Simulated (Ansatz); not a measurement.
Run report: GeNH5ClO3, geometry relaxation (part 1 of 2)

- system: GeNH5ClO3, multiplicity 2
- method: UKS PBE/def2-SVP (Ansatz 0.2.0)

The input holds or restrains some coordinates. It belongs to a series of runs on one base structure; here: pulled along the bonds that form and break, towards end A. Figures and captions count atoms from 1; the log counts them from 0 in places.

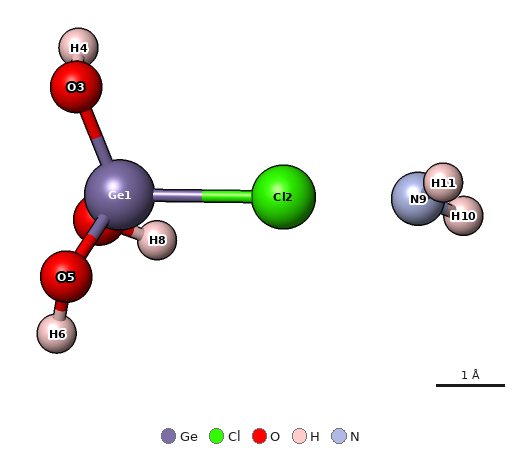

The input geometry (ball-and-stick view, seen at a tilt; atoms are numbered from 1 in the order of the input). Sticks mark near contacts.

### Input
```yaml
crystal:
  periodic: [false, false, false]
  atoms:
    - { symbol: Ge, position_ang: [0.0, 0.0, 0.0] }
    - { symbol: Cl, position_ang: [0.0, 0.0, 2.47] }
    - { symbol: O, position_ang: [1.6691, 0.0, -0.5894] }
    - { symbol: H, position_ang: [1.9855, -0.9521, -0.7061] }
    - { symbol: O, position_ang: [-0.8337, 1.4443, -0.5894] }
    - { symbol: H, position_ang: [-1.7915, 1.2136, -0.8118] }
    - { symbol: O, position_ang: [-0.8337, -1.4443, -0.5894] }
    - { symbol: H, position_ang: [-1.2883, -1.91, 0.183] }
    - { symbol: "N", position_ang: [0.0, 0.0, 4.5] }
    - { symbol: H, position_ang: [-0.496, -0.7725, 5.03] }
    - { symbol: H, position_ang: [0.496, 0.7725, 5.03] }
magnetization:
  spin_polarized: true
  initial_magnetization: 1
basis:
  gaussian: { orbitals: def2-SVP }
hamiltonian:
  xc: pbe
relax:
  f_tol: 0.15
  max_steps: 25
  restrain:
    - { distance: [1, 8], at: 2.93, k: 30.0 }
    - { distance: [0, 1], at: 2.22, k: 30.0 }
output:
  orbitals: {}
```

Hardware: 4 threads of Arm Neoverse V1, 24 GiB of memory available, shared host.

Launched with:
```bash
ansatz run input.yaml --threads 4 --pin off --max-ram 5120MiB --backend cpu --events-out ev --progress --plain --runs-dir out
```

### The program's output
```
The last accepted step is kept in [file] (removed where the run ends without a failure and the disk answers)
Engine: ansatz 0.2.0, aarch64-unknown-linux-gnu
Functional definition: PBE
  parameter kappa = 0.804
  parameter beta = 0.06672455060314922
  exchange = pbe_x(kappa = kappa, mu = beta*pi^2/3)
  correlation = pbe_c(beta = beta)
1437 factors; their error is unknown
mean field evaluation 1: about -76691.8818 eV, gradient 7.6e1 eV
mean field evaluation 2: about -76550.8135 eV, gradient 1.7e2 eV
mean field evaluation 4: about -76709.4811 eV, gradient 2.9e1 eV
mean field evaluation 8: about -76713.5778 eV, gradient 3.9e0 eV
mean field evaluation 16: about -76713.6773 eV, gradient 5.8e-1 eV
mean field evaluation 32: about -76713.6298 eV, gradient 7.7e-3 eV
mean field -76713.63218647 eV, -2819.1739844852 hartree, gradient 1.7e-5 eV, S^2 0.752321; 3 other end points of the search recorded, 0 dependent functions left out
the calculation of the forces begins
reference -76713.63222942 eV, -2819.1739860638 hartree; 43, 42 occupied and 88, 89 virtual orbitals, 1437 factors
relax step   1: F+E_penalty+E_count = -76713.63218647 eV  Δ(F+E_penalty+E_count) = +0.000e0 eV  max|allowed force component| = 2.689e0 eV/Å  E_restraint = 13.08750000 eV  max|allowed force component, restraints' pulls added| = 3.719e1 eV/Å  Δτ_max = 0.0000 Å  (146 SCF iters, accepted)
  distance Cl 1 - N 8 = 2.0300 Å
  distance Ge 0 - Cl 1 = 2.4700 Å
these checks for a lower state are left out or cut short: starts, cluster_reference, orbital_swaps, neighbouring_geometries, increment
1437 factors; their error is unknown
mean field -76714.39766727 eV, -2819.2021153860 hartree, gradient 2.6e-5 eV, S^2 0.753544; 1 other end points of the search recorded, 0 dependent functions left out
[... from here on the field's lines of each further geometry are left out, up to the last ...]
relax step   2: F+E_penalty+E_count = -76714.39766727 eV  Δ(F+E_penalty+E_count) = -7.655e-1 eV  max|allowed force component| = 1.973e0 eV/Å  E_restraint = 4.96835529 eV  max|allowed force component, restraints' pulls added| = 2.037e1 eV/Å  Δτ_max = 0.1949 Å  (67 SCF iters, accepted)
relax step   3: F+E_penalty+E_count = -76714.42952806 eV  Δ(F+E_penalty+E_count) = -3.186e-2 eV  max|allowed force component| = 3.295e0 eV/Å  E_restraint = 0.98761628 eV  max|allowed force component, restraints' pulls added| = 3.801e0 eV/Å  Δτ_max = 0.1948 Å  (43 SCF iters, accepted)
relax step   4: F+E_penalty+E_count = -76714.68132305 eV  Δ(F+E_penalty+E_count) = -2.518e-1 eV  max|allowed force component| = 3.085e0 eV/Å  E_restraint = 0.05340344 eV  max|allowed force component, restraints' pulls added| = 1.645e0 eV/Å  Δτ_max = 0.1947 Å  (42 SCF iters, accepted)
relax step   5: F+E_penalty+E_count = -76715.12372740 eV  Δ(F+E_penalty+E_count) = -4.424e-1 eV  max|allowed force component| = 1.082e0 eV/Å  E_restraint = 0.00866946 eV  max|allowed force component, restraints' pulls added| = 1.243e0 eV/Å  Δτ_max = 0.1940 Å  (39 SCF iters, accepted)
relax step   6: F+E_penalty+E_count = -76715.18491549 eV  Δ(F+E_penalty+E_count) = -6.119e-2 eV  max|allowed force component| = 7.324e-1 eV/Å  E_restraint = 0.00691453 eV  max|allowed force component, restraints' pulls added| = 1.232e0 eV/Å  Δτ_max = 0.0286 Å  (35 SCF iters, accepted)
relax step   7: F+E_penalty+E_count = -76715.30172967 eV  Δ(F+E_penalty+E_count) = -1.168e-1 eV  max|allowed force component| = 3.967e-1 eV/Å  E_restraint = 0.00351786 eV  max|allowed force component, restraints' pulls added| = 2.634e-1 eV/Å  Δτ_max = 0.2000 Å  (37 SCF iters, accepted)
relax step   8: F+E_penalty+E_count = -76715.32164272 eV  Δ(F+E_penalty+E_count) = -1.991e-2 eV  max|allowed force component| = 3.873e-1 eV/Å  E_restraint = 0.00097267 eV  max|allowed force component, restraints' pulls added| = 1.306e-1 eV/Å  Δτ_max = 0.1999 Å  (38 SCF iters, accepted)
relax step   9: F+E_penalty+E_count = -76715.28604623 eV  Δ(F+E_penalty+E_count) = +3.560e-2 eV  max|allowed force component| = 1.251e0 eV/Å  E_restraint = 0.00149988 eV  max|allowed force component, restraints' pulls added| = 1.248e0 eV/Å  Δτ_max = 0.1990 Å  (38 SCF iters, rejected (line search))
relax step  10: F+E_penalty+E_count = -76715.32876289 eV  Δ(F+E_penalty+E_count) = -7.120e-3 eV  max|allowed force component| = 3.660e-1 eV/Å  E_restraint = 0.00123508 eV  max|allowed force component, restraints' pulls added| = 2.404e-1 eV/Å  Δτ_max = 0.0970 Å  (34 SCF iters, accepted)
relax step  11: F+E_penalty+E_count = -76715.33654002 eV  Δ(F+E_penalty+E_count) = -7.777e-3 eV  max|allowed force component| = 3.366e-1 eV/Å  E_restraint = 0.00139593 eV  max|allowed force component, restraints' pulls added| = 8.206e-2 eV/Å  Δτ_max = 0.1000 Å  (34 SCF iters, accepted)
relax step  12: F+E_penalty+E_count = -76715.33755033 eV  Δ(F+E_penalty+E_count) = -1.010e-3 eV  max|allowed force component| = 3.459e-1 eV/Å  E_restraint = 0.00100315 eV  max|allowed force component, restraints' pulls added| = 3.174e-1 eV/Å  Δτ_max = 0.1463 Å  (34 SCF iters, accepted)
relax step  13: F+E_penalty+E_count = -76715.34177006 eV  Δ(F+E_penalty+E_count) = -4.220e-3 eV  max|allowed force component| = 3.197e-1 eV/Å  E_restraint = 0.00144774 eV  max|allowed force component, restraints' pulls added| = 1.867e-1 eV/Å  Δτ_max = 0.0632 Å  (35 SCF iters, accepted)
relax step  14: F+E_penalty+E_count = -76715.34067222 eV  Δ(F+E_penalty+E_count) = +1.098e-3 eV  max|allowed force component| = 4.038e-1 eV/Å  E_restraint = 0.00112935 eV  max|allowed force component, restraints' pulls added| = 2.727e-1 eV/Å  Δτ_max = 0.1582 Å  (34 SCF iters, rejected (line search))
the calculation of the forces begins
reference -76715.34499022 eV, -2819.2369288621 hartree; 43, 42 occupied and 88, 89 virtual orbitals, 1437 factors
relax step  15: F+E_penalty+E_count = -76715.34495026 eV  Δ(F+E_penalty+E_count) = -3.180e-3 eV  max|allowed force component| = 3.182e-1 eV/Å  E_restraint = 0.00135332 eV  max|allowed force component, restraints' pulls added| = 8.960e-2 eV/Å  Δτ_max = 0.0779 Å  (34 SCF iters, accepted)
  distance Cl 1 - N 8 = 2.9310 Å
  distance Ge 0 - Cl 1 = 2.2106 Å
1437 factors; their error is unknown
mean field evaluation 160: about -76466.7400 eV, gradient 1.9e2 eV
```

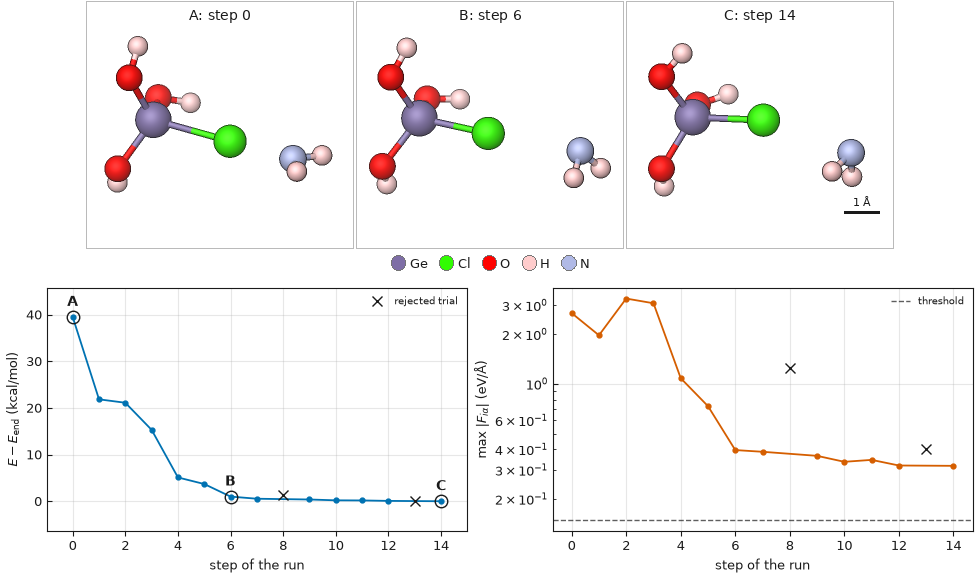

Frames of the restrained relaxation (ball-and-stick view, seen at a tilt) above the curves, on which the letters mark them (the first geometry is step 0 here and step 1 in the log).

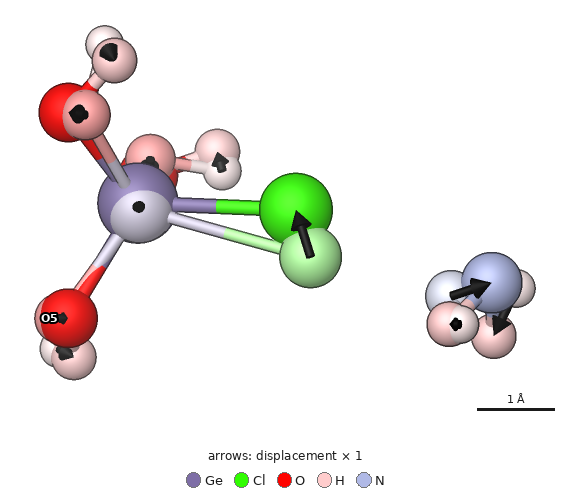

Start (faint) and end (solid) with the displacements as black arrows, at true length (ball-and-stick view, seen at a tilt). The two geometries are laid on each other by the best rigid fit. The atom that moves furthest after the best rigid fit is H10 (0.69 Å). Largest moves by element: H 0.69 Å, Cl 0.67 Å, N 0.59 Å, O 0.32 Å, Ge 0.15 Å. Among the contacts that change: Ge1–Cl2 2.470 → 2.211 Å, O3–H4 1.010 → 0.978 Å, Ge1–O7 1.769 → 1.782 Å, N9–H10 1.060 → 1.048 Å. Among the angles that change: H10–N9–H11 120.0° → 99.8°, O3–Ge1–O7 109.5° → 115.5°, Cl2–Ge1–O5 109.5° → 114.6°. After 14 geometry steps the energy has fallen by 39.5 kcal/mol. Largest force component: 2.7 eV/Å at the start, 0.32 eV/Å at the end. The line search rejected the trial steps at points 8, 13 (counted from 0) and went back. (Atoms are counted from 1 in the order of the input.)

```
mean field -76715.34495026 eV, -2819.2369273934 hartree, gradient 1.8e-5 eV, S^2 0.752471; 1 other end points of the search recorded, 0 dependent functions left out
the calculation of the forces begins
reference -76715.34499022 eV, -2819.2369288621 hartree; 43, 42 occupied and 88, 89 virtual orbitals, 1437 factors
Total energy: -76715.34499022 eV, -2819.2369288621 hartree
Atom 0 at    -0.048503    -0.109022    -0.078463 Å, force     0.038930    -0.034766     0.311874 eV/Å
Atom 1 at     0.289147    -0.465373     2.076889 Å, force    -0.037040     0.045277    -0.318223 eV/Å
Atom 2 at     1.525693    -0.046207    -0.885509 Å, force     0.062388    -0.043395     0.023910 eV/Å
Atom 3 at     2.180488    -0.582573    -0.396076 Å, force    -0.045608     0.043459    -0.025924 eV/Å
Atom 4 at    -0.808651     1.441551    -0.456768 Å, force     0.007666    -0.012997     0.005834 eV/Å
Atom 5 at    -1.773487     1.312068    -0.536798 Å, force    -0.006049    -0.000087     0.006850 eV/Å
Atom 6 at    -1.147282    -1.396316    -0.637584 Å, force    -0.039101    -0.089603     0.034307 eV/Å
Atom 7 at    -1.189535    -2.116111     0.024418 Å, force     0.021737     0.084495    -0.060596 eV/Å
Atom 8 at     0.229437    -0.250057     4.999333 Å, force    -0.046827     0.032470     0.014610 eV/Å
Atom 9 at    -0.815150    -0.199062     4.940130 Å, force     0.036941    -0.004596     0.003944 eV/Å
Atom 10 at     0.465243     0.762603     4.877328 Å, force     0.006963    -0.020256     0.003415 eV/Å
Dipole moment:    -0.343910    -0.107570     0.083453 e Å
```

### Trajectory as extended XYZ (Å, eV, eV/Å), 15 frames, from step=1 to step=15
```
11
Properties=species:S:1:pos:R:3:forces:R:3 step=1 energy=-76713.63219
Ge    0.0000    0.0000    0.0000   -0.2394   0.4151   2.0058
Cl    0.0000    0.0000    2.4700    0.2407  -0.2270  -2.6890
O     1.6691    0.0000   -0.5894    0.8632  -1.1794  -0.4990
H     1.9855   -0.9521   -0.7061   -0.5160   1.3408   0.1988
O    -0.8337    1.4443   -0.5894   -1.4062   0.2704  -0.7854
H    -1.7915    1.2136   -0.8118    1.4122   0.2441   0.3269
O    -0.8337   -1.4443   -0.5894   -1.0654  -1.5088   0.7269
H    -1.2883   -1.9100    0.1830    0.6748   0.6706  -1.1069
N     0.0000    0.0000    4.5000    1.1773  -0.7723   2.1966
H    -0.4960   -0.7725    5.0300    0.0708   1.3730  -0.1773
H     0.4960    0.7725    5.0300   -1.2120  -0.6264  -0.1975
11
Properties=species:S:1:pos:R:3:forces:R:3 step=2 energy=-76714.39767
Ge   -0.0029    0.0027    0.0160    0.1333   0.0672   1.0467
Cl    0.0035   -0.0033    2.2752   -0.0228  -0.0501  -1.9727
O     1.6709   -0.0050   -0.5923    0.2965  -0.6190  -0.2947
H     1.9817   -0.9444   -0.7046   -0.3821   0.8351   0.1336
O    -0.8394    1.4463   -0.5955   -0.7046   0.0780  -0.3734
H    -1.7833    1.2145   -0.8100    0.8798   0.1113   0.1876
O    -0.8386   -1.4517   -0.5851   -0.5951  -0.7615   0.4664
H    -1.2851   -1.9072    0.1772    0.3847   0.3529  -0.6104
N     0.0165   -0.0108    4.6309    0.3393  -0.2359  -1.3730
H    -0.5069   -0.7716    5.0577   -0.1017   0.2104   1.4091
H     0.4907    0.7821    5.0574   -0.2272   0.0116   1.3809
11
Properties=species:S:1:pos:R:3:forces:R:3 step=3 energy=-76714.42953
Ge    0.0014   -0.0011   -0.0397   -0.0564  -0.0120  -0.2097
Cl   -0.0096    0.0031    2.0809   -0.0049  -0.0414   0.5949
O     1.6822   -0.0074   -0.6062    0.0736  -0.0493  -0.3264
H     1.9786   -0.9368   -0.7040   -0.0943   0.2009   0.0153
O    -0.8454    1.4530   -0.6036   -0.0750   0.1102  -0.3264
H    -1.7742    1.2153   -0.8093    0.2413   0.0156   0.0124
O    -0.8501   -1.4682   -0.5910   -0.2014  -0.3179  -0.1267
H    -1.2803   -1.9032    0.1744    0.1227   0.1009  -0.1121
N     0.0115   -0.0078    4.7742    0.1775  -0.1259  -3.2953
H    -0.5046   -0.7783    5.1263   -0.5253  -0.6153   1.9046
H     0.4979    0.7829    5.1249    0.3422   0.7343   1.8694
```
